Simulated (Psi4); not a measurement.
# SiO2 (silicon dioxide molecule): B2PLYP/cc-pVTZ (density fitting for correlation)

What is the vertical ionisation energy of SiO2 (silicon dioxide molecule) at B2PLYP/cc-pVTZ (density fitting for correlation)? 

The results are computed with Psi4 1.11.

1 further run of the same task is left out (it didn't finish).

## (1) The molecule

SiO2 has 3 atoms, charge 0, and is taken as a singlet. As SMILES, `O=[Si]=O`. Geometry: relaxed at PBE0-D4/def2-TZVP.

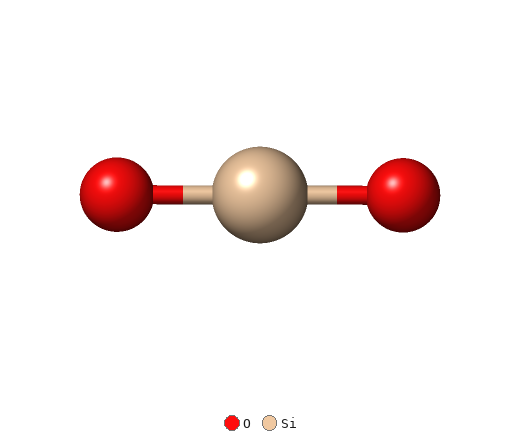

Viewed from a chosen angle; oxygen red, silicon light orange.

## (2) A single-point energy at B2PLYP/cc-pVTZ (density fitting for correlation)

o2si.xyz reads:

```xyz
3
O2Si
O      0.697730     1.229600     0.518760
Si    -0.000010     0.000000     0.000000
O     -0.697730    -1.229610    -0.518760
```

run_ase.py reads:

```python
import numpy as np
from ase.calculators.psi4 import Psi4
from ase.io import read

atoms = read('o2si.xyz')
calc = Psi4(atoms=atoms, method='b2plyp', basis='cc-pVTZ', memory='2200MB', num_threads=1, charge=0, multiplicity=1, label='psi4-calc')
calc.psi4.set_options({'puream': True, 'e_convergence': 1e-09, 'd_convergence': 1e-08, 'scf_type': 'pk', 'dft_radial_points': 99, 'dft_spherical_points': 590, 'num_frozen_docc': 7})
atoms.calc = calc

print(f'energy: {atoms.get_potential_energy():.6f} eV')
```

Run with:

```sh
$ python run_ase.py
```

psi4-calc.dat, cut to the lines that bear on the results:

```text
[...]
  Running in c1 symmetry.
[...]
  Nuclear repulsion =   89.956438948079580
[...]
  Multiplicity = 1
[...]
  Nalpha       = 15
  Nbeta        = 15
[...]
    Number of basis functions: 94
[...]
   @RKS iter   1:  -439.27411880231915   -5.12783e-01   1.01342e-02 ADIIS/DIIS
[...]
   @RKS iter  11:  -439.61739807805554   -2.67164e-12   1.03013e-09 DIIS
[...]
    Orbital Energies [Eh]
    ---------------------
    Doubly Occupied:
       1A    -67.330573     2A    -19.751080     3A    -19.751071
       4A     -5.722192     5A     -3.978046     6A     -3.978046
       7A     -3.971515     8A     -1.133363     9A     -1.107706
      10A     -0.545358    11A     -0.468094    12A     -0.456829
      13A     -0.456829    14A     -0.414822    15A     -0.414822
[...]
  @RKS Final Energy:  -439.61739807805554
   => Energetics <=
    Nuclear Repulsion Energy =             89.9564389480795796
    One-Electron Energy =                -787.1211867235438149
    Two-Electron Energy =                 275.7718845578552305
    DFT Exchange-Correlation Energy =     -18.2245348604465818
    Empirical Dispersion Energy =           0.0000000000000000
    VV10 Nonlocal Energy =                  0.0000000000000000
    Total Energy =                       -439.6173980780555439
[...]
 Multipole Moments:
 ------------------------------------------------------------------------------------
     Multipole            Electronic (a.u.)      Nuclear  (a.u.)        Total (a.u.)
 ------------------------------------------------------------------------------------
 L = 1.  Multiply by 2.5417464519 to convert [e a0] to [Debye]
 Dipole X            :         -0.0000235           -0.0000001           -0.0000236
 Dipole Y            :          0.0000117            0.0000000            0.0000117
 Dipole Z            :         -0.0000000            0.0000000           -0.0000000
 Magnitude           :                                                    0.0000263
[...]
```

The script printed:

```text
energy: -11968.005085 eV
```

Run time: 21 s. Hardware: 1 thread of Intel Xeon at 2.50GHz (Skylake/Cascade Lake), shared host; peak memory 0.98 GiB.

## (3) The doublet cation, same level

o2si.dat reads:

```
memory 2200 mb

molecule {
  1 2
  O      0.697730     1.229600     0.518760
  Si    -0.000010     0.000000     0.000000
  O     -0.697730    -1.229610    -0.518760
  units angstrom
  symmetry c1
}

set basis cc-pVTZ
set reference uks
set puream true
set e_convergence 1e-09
set d_convergence 1e-08
set scf_type pk
set dft_radial_points 99
set dft_spherical_points 590
set num_frozen_docc 7
set maxiter 100

energy_value, wavefunction = energy("b2plyp", return_wfn=True)
print_variables()
```

Run with:

```sh
$ psi4 -i o2si.dat -o o2si.out -n 1
```

o2si.out, cut to the lines that bear on the results:

```text
[...]
  Running in c1 symmetry.
[...]
  Nuclear repulsion =   89.956438948079580
[...]
  Multiplicity = 2
[...]
  Nalpha       = 15
  Nbeta        = 14
[...]
    Number of basis functions: 94
[...]
   @UKS iter   1:  -439.00255029087731   -2.41214e-01   6.48560e-03 DIIS/ADIIS
[...]
   @UKS iter  13:  -439.17120234411300   -1.27329e-11   5.42677e-09 DIIS
[...]
   @S^2 Observed:                8.709731262E-01
[...]
    Orbital Energies [Eh]
    ---------------------
    Alpha Occupied:
       1A    -67.652121     2A    -20.116915     3A    -20.116907
       4A     -6.042787     5A     -4.298685     6A     -4.295988
       7A     -4.294240     8A     -1.497948     9A     -1.476038
      10A     -0.872571    11A     -0.830933    12A     -0.809396
      13A     -0.808749    14A     -0.785726    15A     -0.756972
    Alpha Virtual:
      16A     -0.352633    17A     -0.256255    18A     -0.246741
      19A     -0.048396    20A     -0.009633    21A     -0.009170
      22A     -0.000727    23A      0.040833    24A      0.042157
      25A      0.174290    26A      0.188878    27A      0.267497
[...]
  @UKS Final Energy:  -439.17120234411300
   => Energetics <=
    Nuclear Repulsion Energy =             89.9564389480795796
    One-Electron Energy =                -777.2390678433221183
    Two-Electron Energy =                 266.1656907941417103
    DFT Exchange-Correlation Energy =     -18.0542642430121738
    Empirical Dispersion Energy =           0.0000000000000000
    VV10 Nonlocal Energy =                  0.0000000000000000
    Total Energy =                       -439.1712023441129986
[...]
 Multipole Moments:
 ------------------------------------------------------------------------------------
     Multipole            Electronic (a.u.)      Nuclear  (a.u.)        Total (a.u.)
 ------------------------------------------------------------------------------------
 L = 1.  Multiply by 2.5417464519 to convert [e a0] to [Debye]
 Dipole X            :         -0.0000203           -0.0000001           -0.0000203
 Dipole Y            :          0.0000018           -0.0000000            0.0000018
 Dipole Z            :          0.0000313           -0.0000000            0.0000313
 Magnitude           :                                                    0.0000374
[...]
```

Wall time 32 s (1 thread of Intel Xeon at 2.50GHz (Skylake/Cascade Lake), shared host); peak memory 0.94 GiB.

## (4) Summary of results

At B2PLYP/cc-pVTZ (density fitting for correlation), 7 core orbitals frozen:

| quantity | value |
| --- | --- |
| singlet SiO2: total energy | -439.81608 Eh |
| singlet SiO2: HOMO energy (SCF part's orbitals) | -11.29 eV |
| singlet SiO2: LUMO energy (SCF part's orbitals) | -2.04 eV |
| singlet SiO2: HOMO–LUMO gap (SCF part's orbitals) | 9.25 eV |
| doublet cation: total energy | -439.35204 Eh |
| doublet cation: HOMO energy (SCF part's orbitals) (highest over α and β) | -17.95 eV |
| doublet cation: LUMO energy (SCF part's orbitals) (lowest over α and β) | -13.07 eV |
| doublet cation: ⟨S²⟩ | 0.871 |
| vertical ionisation energy (to the doublet cation) | 12.627 eV |

What this shows: The vertical ionisation energy comes to 12.63 eV (291 kcal/mol). The negative HOMO energy of the first species, 11.29 eV, lies 1.34 eV below that difference. ⟨S²⟩ (doublet cation) is 0.87 where a pure doublet has 0.75: the reference is spin-contaminated.
